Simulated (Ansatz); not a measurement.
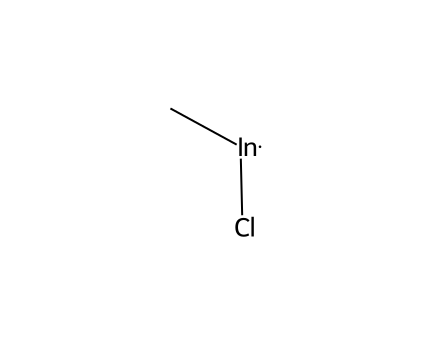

Skeletal drawing of a molecule. Charge 0, doublet.

Write the SMILES.

Answer. [CH3][In][Cl]

Give the formula, hydrogens included.

Answer. CH3ClIn.

An optimisation with PBE0-D4/def2-TZVP gave a structure of which point group?

Answer. Cs.

More results for the same structure follow; atom numbers are the same in all pictures, views and colours differ. Computed geometry: PBE0-D4/def2-TZVP optimisation.

## Geometry

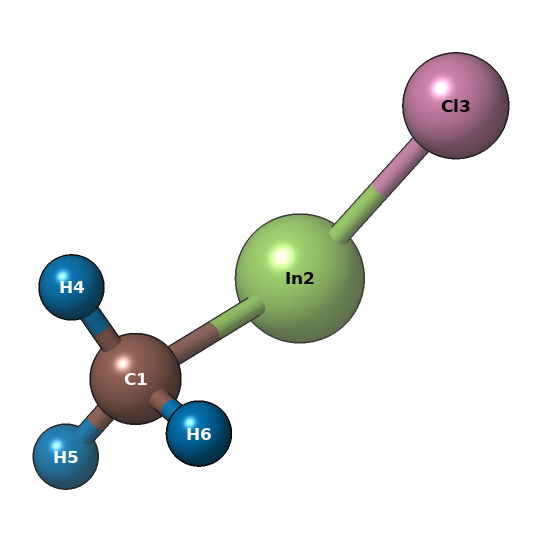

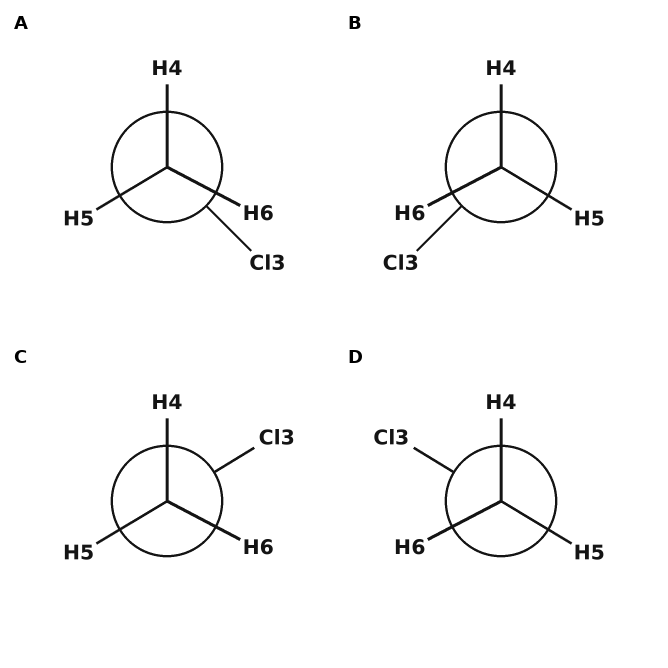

Atoms fade into the background with distance from the viewer. Bonds that would overlap in a projection are set slightly apart.

Which Newman projection shows the view along C1–In2, with C1 in front?

Answer. C. The torsion angle H4–C1–In2–Cl3 is 59°, synclinal (gauche).

## Levels of theory compared

Program: Ansatz 0.2.0.

At this fixed geometry, give HOMO energy (eV) at these levels: B97M-V/def2-TZVPP; PBE-D4/def2-TZVPP; SPW92 (LDA)/def2-TZVPP; r2SCAN-D4/def2-TZVPP; r2SCAN0-D4/def2-TZVPP; r2SCANh-D4/def2-TZVPP; ωB97M-V/def2-QZVPP; ωB97M-V/def2-TZVPP; ωB97X-V/def2-TZVPP.

```csv
level,HOMO energy (eV)
B97M-V/def2-TZVPP,−5.04
PBE-D4/def2-TZVPP,−4.98
SPW92 (LDA)/def2-TZVPP,−5.10
r2SCAN-D4/def2-TZVPP,−5.34
r2SCAN0-D4/def2-TZVPP,−6.28
r2SCANh-D4/def2-TZVPP,−5.72
ωB97M-V/def2-QZVPP,−8.00
ωB97M-V/def2-TZVPP,−7.98
ωB97X-V/def2-TZVPP,−8.02
```

## Vibrations

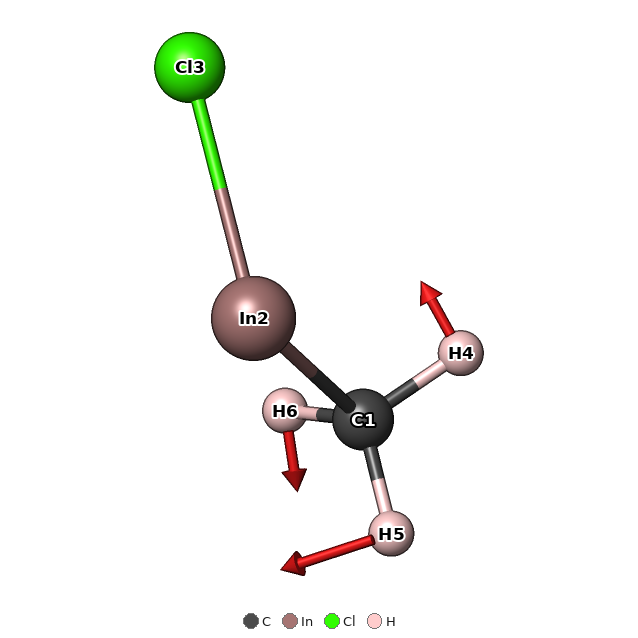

The arrows show one normal mode. Harmonic vibrations computed with UKS PBE0-D4/def2-TZVP, core potentials on In (Ansatz 0.2.0) at a stationary point of the same level.

What kind of motion is it?

Answer. Mostly H–C–H bending.

Estimate its harmonic wavenumber.

Answer. 1433 cm⁻¹; it is mode 9 of 12 counted from the lowest.

## Dipole moment

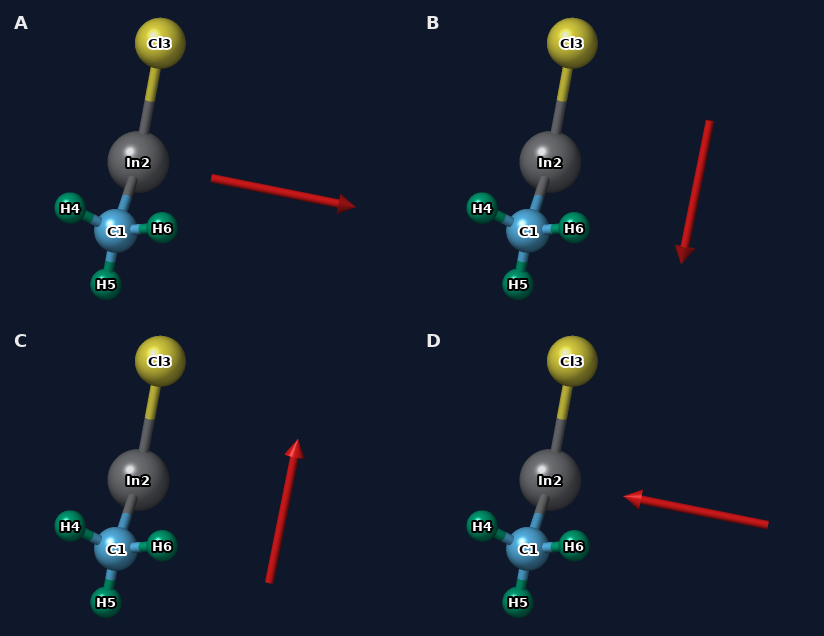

The same molecule four times, each with an arrow. Level of theory: UKS B3LYP-D4/def2-TZVPP, core potentials on In (Ansatz 0.2.0).

Which arrow points along the dipole moment, from the negative to the positive end?

Answer. B. The dipole moment is 3.48 D; it points from the side of Cl3 to the side of H5 (the outermost atoms at the two ends).

## Charges

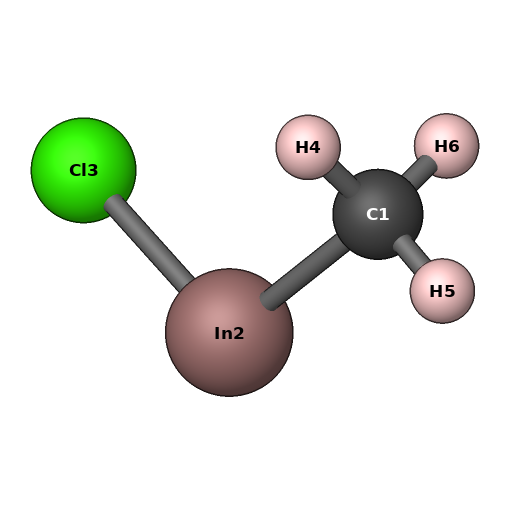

The questions are on Mulliken charges. Level of theory: UKS PBE0-D4/def2-TZVP, core potentials on In (Ansatz 0.2.0).

Which atom carries the highest charge (most positive or least negative)?

Answer. In2 (0.56 e).

And the lowest?

Answer. C1 (−0.59 e).

Give the Mulliken charges atom by atom.

| atom | value (e) |
| --- | --- |
| C1 | −0.59 |
| In2 | 0.56 |
| Cl3 | −0.43 |
| H4 | 0.16 |
| H5 | 0.15 |
| H6 | 0.16 |

Mulliken values depend strongly on the basis set and can even reverse the polarity of a bond.
